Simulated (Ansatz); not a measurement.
# Run report: WNH₆F₃, nudged elastic band

WNH₆F₃, computed with RHF/def2-SVP (Ansatz 0.2.0).

The run did not end well. One setting was made poor on purpose. It belongs to a series of runs on one base structure; here: an input spoilt on purpose.

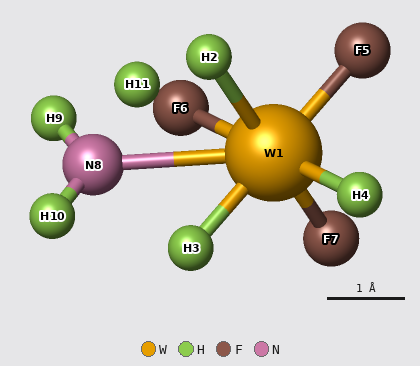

**Figure 1.** The input geometry (ball-and-stick view, seen at a tilt; atoms are numbered from 1 in the order of the input). Sticks mark near contacts.

Input file
```yaml
crystal:
  periodic: [false, false, false]
  atoms:
    - { symbol: W, position_ang: [0.0, 0.0, 0.0] }
    - { symbol: H, position_ang: [0.0, 0.0, 2.07] }
    - { symbol: H, position_ang: [1.72, 0.0, 0.0] }
    - { symbol: H, position_ang: [0.0, 1.72, 0.0] }
    - { symbol: F, position_ang: [-1.85, 0.0, 0.0] }
    - { symbol: F, position_ang: [0.0, -1.85, 0.0] }
    - { symbol: F, position_ang: [0.0, 0.0, -1.85] }
    - { symbol: "N", position_ang: [1.5589, -1.6343, 0.7505] }
    - { symbol: H, position_ang: [1.2569, -2.6447, 0.8582] }
    - { symbol: H, position_ang: [2.5551, -1.3519, 0.977] }
    - { symbol: H, position_ang: [0.7487, -0.785, 1.9573] }
basis:
  gaussian: { orbitals: def2-SVP }
hamiltonian:
  xc: hf
neb:
  order_check: false
  images: 5
  f_tol: 0.05
  max_iterations: 8
  final_atoms:
    - { symbol: W, position_ang: [0.0, 0.0, 0.0] }
    - { symbol: H, position_ang: [0.0, 0.0, 2.07] }
    - { symbol: H, position_ang: [1.72, 0.0, 0.0] }
    - { symbol: H, position_ang: [0.0, 1.72, 0.0] }
    - { symbol: F, position_ang: [-1.85, 0.0, 0.0] }
    - { symbol: F, position_ang: [0.0, -1.85, 0.0] }
    - { symbol: F, position_ang: [0.0, 0.0, -1.85] }
    - { symbol: "N", position_ang: [1.5589, -1.6343, 0.7505] }
    - { symbol: H, position_ang: [1.2569, -2.6447, 0.8582] }
    - { symbol: H, position_ang: [2.5551, -1.3519, 0.977] }
    - { symbol: H, position_ang: [6.7487, 5.215, 7.9573] }
  initial_path: idpp
```

Machine: 2 threads of Arm Neoverse N1, 24 GiB of memory available, shared host.

Launched with:
```bash
ansatz run input.yaml --threads 2 --pin off --max-ram 3072MiB --backend cpu --events-out ev --progress --plain --runs-dir out
```

Output
```
Engine: ansatz 0.2.0, aarch64-unknown-linux-gnu
Functional definition: HF
  exchange = exact_x
  correlation = 0
1267 factors; integrals over basis functions are off by at most 3.5e-4 eV
mean field evaluation 1: about -11471.8545 eV, gradient 7.2e1 eV
mean field evaluation 2: about -11472.1559 eV, gradient 7.2e1 eV
mean field evaluation 4: about -11482.6484 eV, gradient 1.9e1 eV
mean field evaluation 8: about -11483.6277 eV, gradient 1.3e0 eV
mean field evaluation 16: about -11483.7142 eV, gradient 1.6e-2 eV
mean field evaluation 32: about -11474.7103 eV, gradient 5.3e1 eV
mean field evaluation 64: about -11480.8001 eV, gradient 2.0e0 eV
mean field evaluation 96: about -11483.7119 eV, gradient 2.4e-1 eV
mean field -11483.71418412 eV, -422.0187123252 hartree, gradient 1.7e-5 eV, S^2 0.000000; 1 other end points of the search recorded, 0 dependent functions left out
the calculation of the forces begins
reference -11483.71418412 eV, -422.0187123252 hartree; 27, 27 occupied and 91, 91 virtual orbitals, 1267 factors
1257 factors; integrals over basis functions are off by at most 5.3e-4 eV
mean field evaluation 128: about -11458.6013 eV, gradient 4.1e1 eV
mean field evaluation 160: about -11466.4025 eV, gradient 1.5e1 eV
mean field evaluation 192: about -11452.1751 eV, gradient 4.8e1 eV
mean field evaluation 224: about -11468.6898 eV, gradient 3.7e0 eV
mean field evaluation 256: about -11466.6379 eV, gradient 1.4e1 eV
mean field evaluation 288: about -11469.1247 eV, gradient 6.6e0 eV
mean field evaluation 320: about -11469.6961 eV, gradient 2.4e1 eV
mean field -11475.92800037 eV, -421.7325753503 hartree, gradient 2.4e-5 eV, S^2 0.000000; 3 other end points of the search recorded, 0 dependent functions left out
[... from here on the field's lines of each further geometry are left out, up to the last ...]
WARN: NEB end point (image 0): max|allowed force component| = 1.246e1 eV/Å (the criterion of neb.relax_end_points is 1.000e-2). That is over neb.f_tol: it is no minimum, so the barrier can be far off. Relax it first
WARN: NEB end point (image 6): max|allowed force component| = 8.934e0 eV/Å (the criterion of neb.relax_end_points is 1.000e-2). That is over neb.f_tol: it is no minimum, so the barrier can be far off. Relax it first
NEB iter   1: max|band force component| = 1.040e1 eV/Å  barrier→ = 7.7862 eV  barrier← = 0.0000 eV  Δτ_max = 0.2000 Å  (2356 SCF iters)
NEB iter   2: max|band force component| = 5.247e0 eV/Å  barrier→ = 7.7862 eV  barrier← = 0.0000 eV  Δτ_max = 0.2000 Å  (564 SCF iters)
the calculation of the forces begins
reference -11485.04880076 eV, -422.0677585823 hartree; 27, 27 occupied and 91, 91 virtual orbitals, 1267 factors
these checks for a lower state are left out or cut short: starts, cluster_reference, orbital_swaps, neighbouring_geometries, increment
1257 factors; integrals over basis functions are off by at most 8.7e-4 eV
mean field evaluation 1408: about -11480.1371 eV, gradient 1.8e2 eV
```

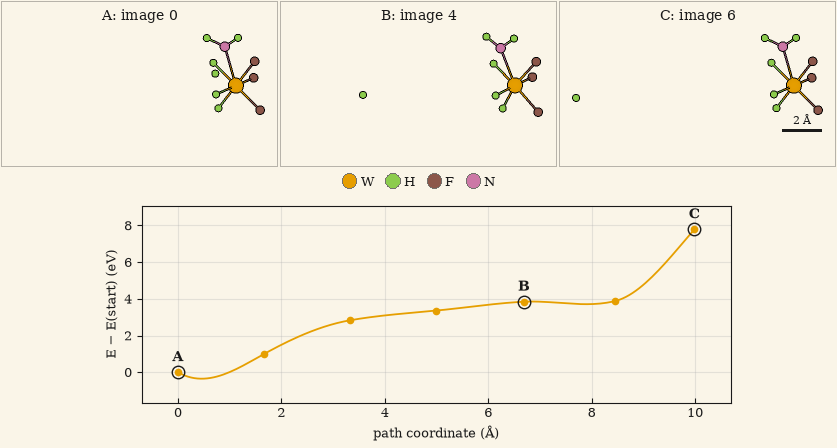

**Figure 2.** Images of the last band (counted from 0; ball-and-stick, seen at a tilt) above the energy along the path; the line is a cubic interpolation that uses the forces. No image lies above both ends; the end is 7.786 eV above the start. The path is 9.99 Å long. The band had not converged after 2 iterations. The end points carry forces over 0.1 eV/Å, so they aren't fully relaxed minima and the barriers are approximate.

```
mean field -11482.38956005 eV, -421.9700332888 hartree, gradient 2.5e-5 eV, S^2 0.000000; 1 other end points of the search recorded, 0 dependent functions left out
the calculation of the forces begins
reference -11482.38956005 eV, -421.9700332888 hartree; 27, 27 occupied and 91, 91 virtual orbitals, 1257 factors
these checks for a lower state are left out or cut short: starts, cluster_reference, orbital_swaps, neighbouring_geometries, increment
Unfinished report: {"positions_ang":[[-0.556175230140701,-0.4208332257018862,-0.5188342007555571],[-0.5258928524745777,-0.5808236093783767,1.5447515267425604],[1.1617880754639909,-0.49846574098151897,-0.5500635646164687],[-0.4763695545721458,1.292263516907794,-0.3871884465241765],[-2.4039845995410967,-0.33733313659297876,-0.4852444779981814],[-0.6420127300254844,-2.263408210485554,-0.6604299247834955],[-0.5832391908568018,-0.2778466509185492,-2.363101638374648],[0.9360287171101142,-2.176941339712004,0.07594947564865615],[0.5890806896109898,-3.17797938934373,0.11146481605215608],[1.947465577037862,-1.958144622012443,0.3052744082299083],[6.542911098387853,3.8536124082192478,7.690422026379247]],"mean_field":{"relativity":"none","state":{"energy":{"ev":-11475.928000372018,"hartree":-421.7325753502914},"converged":true,"gradient_ev":0.000023740018346684974,"stability":{"kind":"minimum","curvature_ev":3.373768899203438},"curvature_floor_ev":0.00030000000000000003,"spin_squared":-4.618527782440651e-14},"others":[{"energy":{"ev":-11475.927992570818,"hartree":-421.7325750636026},"converged":true,"gradient_ev":0.000026877647743377067,"stability":{"kind":"minimum","curvature_ev":3.3241709028774435},"curvature_floor_ev":0.00030000000000000003,"spin_squared":-5.3290705182007514e-14},{"energy":{"ev":-11475.918429934774,"hartree":-421.7322236432098},"converged":false,"gradient_ev":1.6984640253881391,"stability":{"kind":"undecided","curvature_ev":null},"curvature_floor_ev":null,"spin_squared":2.1316282072803006e-14},{"energy":{"ev":-11475.870368646973,"hartree":-421.7304574234602},"converged":false,"gradient_ev":2.403005180051432,"stability":{"kind":"undecided","curvature_ev":null},"curvature_floor_ev":null,"spin_squared":1.4210854715202004e-14}],"fillings":{"estimated":230,"unestimated":0,"tried":2,"untried":29,"excluded_magnetic_sites":0},"n_dropped_functions":0,"n_trapped_functions":0,"passes":{"evaluations":232,"products":191},"factors":{"origin":"Cholesky decomposition","count":1257,"bound_ev":0.0005315088356060793},"gradient_stop_ev":0.00009,"reference_kind":"stationary","symmetry":{"irreps":["A"],"axes":[[0.9583852011312709,-0.08250756705865986,-0.27329527553661453],[0.011408488778442555,0.9676289381334703,-0.25211918703360237],[0.2852501579953383,0.23850941169009068,0.9283025411464093]],"occupied":[{"A":27},{"A":27}]},"held":{"pivots":1257,"left_out":10,"joined":0},"density_repulsion":{"missed_ev":0.000016677077693535687,"excess_ev":2.049758433497817e-7,"most_excess_ev":0.0001458,"are_drawn_again":false,"n_first_factors":1257,"energy_change_ev":0.0,"n_dropped_ends":0}},"factors":{"origin":"Cholesky decomposition","count":1257,"bound_ev":0.0005315088356060793},"n_frozen":0,"n_occupied":[27,27],"n_virtual":[91,91],"reference":{"ev":-11475.928000372018,"hartree":-421.7325753502914},"total":{"ev":-11475.928000372018,"hartree":-421.7325753502914},"forces_ev_per_angstrom":[[1.8524707140133914,-2.2009970444429814,4.257590570446901],[-0.2683148584583166,1.0750243143645735,-2.8627562498932435],[0.6926795374160886,1.3340479514691637,-0.6125910194109768],[0.13041213569717852,0.07578186792163676,0.17602433717786564],[-0.57560439987754,0.7126688298259825,0.22593526236808842],[-8.93420873007272,-3.6639119520231933,-4.961530282099917],[0.3641553143212409,0.4013025448747284,-0.10544911023427744],[6.756014633060765,0.7216963184313626,5.343929676217445],[1.450521695278232,2.385096734155247,-0.3653402626629328],[-1.4385415512955633,-0.814402561763805,-1.057012933603882],[-0.029584490083998525,-0.02630700281361046,-0.03879998830085673]],"charge_distribution":{"dipole_moment_e_ang":[0.9861101571614918,-0.23686490571027874,0.4596005236745573],"mulliken_charges_e":[1.96823466079082,-0.23542709058066746,-0.20085764701385056,-0.2703458996189758,-0.45961528755021064,-0.4810758528911112,-0.4583656637097633,-0.3271640064555239,0.24479274127876383,0.1758022368566522,0.04402180889383922],"lowdin_charges_e":[0.11168804130397447,-0.11154672624157969,-0.0531243295202779,-0.1362744616304381,-0.028066094476301373,-0.029354965906444264,-0.028878144249629756,0.15073196154203838,0.05789375863533075,0.02290909837214339,0.04402186217112691]},"n_threads":2,"memory_gib":2.556818182580173,"seconds":{"hamiltonian":9.911496041,"orbitals":0.0,"second_order":0.0,"solver_start":0.0,"cycles":0.0,"cycle":0.0,"perturbative":0.0,"full_ci_increment":0.0,"forces":0.0}}
this run last wrote the band of iteration 2 to [file]
Error: SIGTERM received: run cancelled behind 1417 evaluations of the mean field
```

The last band as extended XYZ (Å, eV, eV/Å)
```
11
Properties=species:S:1:pos:R:3:forces:R:3 image=0 energy=-11483.71418
W     0.0000    0.0000    0.0000    5.8909  -4.2920   0.2024
H     0.0000    0.0000    2.0700    1.0001  -1.0593  -0.6547
H     1.7200    0.0000    0.0000    0.1326   2.6793  -0.5217
H     0.0000    1.7200    0.0000   -0.1567   0.3559   0.5310
F    -1.8500    0.0000    0.0000   -1.3929   1.0893   0.4763
F     0.0000   -1.8500    0.0000  -12.4629  -5.1043  -5.0360
F     0.0000    0.0000   -1.8500    0.3030   0.1156   1.2643
N     1.5589   -1.6343    0.7505    7.7325   4.1862   5.5882
H     1.2569   -2.6447    0.8582    1.2014   2.5216  -0.3589
H     2.5551   -1.3519    0.9770   -1.6589  -1.2414   0.1134
H     0.7487   -0.7850    1.9573   -0.5889   0.7491  -1.6044
11
Properties=species:S:1:pos:R:3:forces:R:3 image=1 energy=-11482.70886
W    -0.0229   -0.0845    0.0929    1.4670  -1.7963  -0.4358
H    -0.2196    0.0079    1.7454   -0.2338   0.8433   1.4061
H     1.6443    0.0954   -0.0819    0.2275   2.4659  -0.4692
H    -0.1400    1.6361    0.1169    0.7041   0.0316   0.4358
F    -1.8813    0.2228   -0.0488    0.1912  -0.0618   0.2599
F    -0.2317   -1.9077   -0.1447   -5.1701  -3.0007  -2.0209
F    -0.0253    0.1431   -1.7547    0.2638   0.3555  -0.8674
N     1.6008   -1.6111    0.6563    2.6198   0.9877   2.7148
H     1.2904   -2.5668    0.4888    0.0701   0.4465   0.5311
H     2.5988   -1.5890    0.4270   -0.4301   0.4278   0.6741
H     1.3761   -0.8922    3.2658    0.2904  -0.6994  -2.2284
11
Properties=species:S:1:pos:R:3:forces:R:3 image=2 energy=-11480.88657
W    -0.0984   -0.1426   -0.0305    1.8586  -2.8667   0.4369
H    -0.2135   -0.1687    1.6533   -0.1314   0.8653   0.9556
H     1.6043    0.0421   -0.2466   -0.1608   1.4831  -0.0257
H    -0.0765    1.5479    0.0773    0.4592   0.4678   0.2893
F    -1.9418    0.2076   -0.0828    0.1370   0.1147   0.1487
F    -0.3313   -1.9665   -0.3706   -4.9013  -2.2132  -2.4012
F    -0.0639    0.1145   -1.8698    0.0622   0.5390  -1.0394
N     1.4438   -1.7484    0.5341    2.9698   0.9113   1.4425
H     1.1357   -2.6978    0.3209    0.1874   0.6935   0.2961
H     2.4438   -1.6954    0.3385   -0.3930   0.2118   0.4133
H     2.0874   -0.0387    4.4392   -0.0876  -0.2065  -0.5159
11
Properties=species:S:1:pos:R:3:forces:R:3 image=3 energy=-11480.35507
W    -0.1938   -0.2317   -0.1465    1.6139  -2.5685   0.5823
H    -0.2525   -0.2436    1.5862   -0.1255   0.9830   0.2302
H     1.5249   -0.1012   -0.3291   -0.0458   1.4785  -0.2534
H    -0.2142    1.4852   -0.1308    0.6354   0.0520   0.3232
F    -2.0337    0.1219   -0.2417    0.0708  -0.0494   0.4015
F    -0.4341   -2.0425   -0.5275   -4.8962  -2.0856  -2.6339
F    -0.1593    0.0456   -2.0024    0.2991   0.3176  -0.3628
N     1.3183   -1.8166    0.4252    2.7534   1.3581   1.6260
H     0.9953   -2.7655    0.2566    0.3380   0.5661  -0.0948
H     2.3350   -1.7583    0.3592   -0.5657   0.0191   0.3636
H     3.1036    0.7608    5.5137   -0.0773  -0.0709  -0.1821
11
Properties=species:S:1:pos:R:3:forces:R:3 image=4 energy=-11479.87126
W    -0.3092   -0.3076   -0.2361    0.7061  -3.1711   1.1231
H    -0.3410   -0.3237    1.4991    0.0024   1.0800   0.2557
H     1.3951   -0.2684   -0.4036    0.6726   1.3920  -0.3043
H    -0.3382    1.4088   -0.2618    0.6601   0.0796   0.3631
F    -2.1527    0.0242   -0.3236    0.0825  -0.0006   0.3504
F    -0.5467   -2.1151   -0.6416   -5.1120  -1.9360  -2.7586
F    -0.2058   -0.0301   -2.0716    0.3106   0.4047  -0.9288
N     1.2026   -1.9107    0.2923    2.9090   1.9161   2.0927
H     0.8791   -2.8562    0.1241    0.3942   0.4733  -0.3985
H     2.2182   -1.8232    0.2894   -0.5733  -0.1949   0.2999
H     4.1881    1.6560    6.4963   -0.0520  -0.0430  -0.0948
11
Properties=species:S:1:pos:R:3:forces:R:3 image=5 energy=-11479.84153
W    -0.4164   -0.4060   -0.3242    2.1351  -3.0488   0.9346
H    -0.4726   -0.4436    1.4199   -0.0371   0.9685   0.1638
H     1.3007   -0.2181   -0.5378   -0.2564   1.4384   0.0435
H    -0.4256    1.3047   -0.3234    0.4274   0.1639   0.3133
F    -2.2691   -0.1137   -0.4296    0.1764   0.1849   0.3593
F    -0.6595   -2.2118   -0.7247   -5.2646  -2.1171  -2.8593
F    -0.3368   -0.1422   -2.1656    0.1717   0.4013  -0.8668
N     1.0788   -2.0231    0.2103    2.3728   1.3254   1.7616
H     0.7152   -2.9661    0.0676    0.6317   0.7149   0.0173
H     2.0931   -1.9823    0.2057   -0.3192   0.0013   0.1905
H     5.3819    2.6563    7.3648   -0.0378  -0.0329  -0.0577
11
Properties=species:S:1:pos:R:3:forces:R:3 image=6 energy=-11475.92800
W    -0.5562   -0.4208   -0.5188    1.8525  -2.2010   4.2576
H    -0.5259   -0.5808    1.5448   -0.2683   1.0750  -2.8628
H     1.1618   -0.4985   -0.5501    0.6927   1.3340  -0.6126
H    -0.4764    1.2923   -0.3872    0.1304   0.0758   0.1760
F    -2.4040   -0.3373   -0.4852   -0.5756   0.7127   0.2259
F    -0.6420   -2.2634   -0.6604   -8.9342  -3.6639  -4.9615
F    -0.5832   -0.2778   -2.3631    0.3642   0.4013  -0.1054
N     0.9360   -2.1769    0.0759    6.7560   0.7217   5.3439
H     0.5891   -3.1780    0.1115    1.4505   2.3851  -0.3653
H     1.9475   -1.9581    0.3053   -1.4385  -0.8144  -1.0570
H     6.5429    3.8536    7.6904   -0.0296  -0.0263  -0.0388
```

Outcome

| quantity | value |
| --- | --- |
| outcome | stopped at the time limit |
| barrier, forward (band not converged) | 7.786 eV |
| barrier, backward | 0.000 eV |
| wall time | 90 s (CPU time 2.9 min) |
| peak memory | 0.33 GiB |

The run was cut off by its time limit, so the output is incomplete. A deliberately poor setting: bad input.
